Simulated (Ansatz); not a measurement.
Sn: response to strain

Take Sn in the diamond structure (space group Fd-3m, No. 227; a = 6.566 Å) as the base.

Strains are applied to the cell and any free atomic positions relax.

Computed with r2SCAN (Ansatz, a program for electronic structure), no spin-orbit coupling.

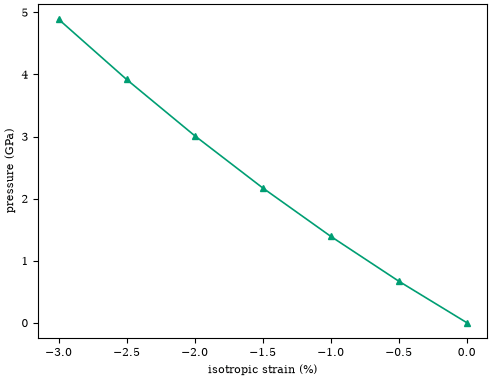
*Pressure against isotropic strain*

| isotropic strain (%) | pressure |
|---|---|
| -3 | 4.9 GPa |
| -2.5 | 3.9 GPa |
| -2 | 3.0 GPa |
| -1.5 | 2.2 GPa |
| -1 | 1.4 GPa |
| -0.5 | 0.7 GPa |

Stability against distortions was not tested.
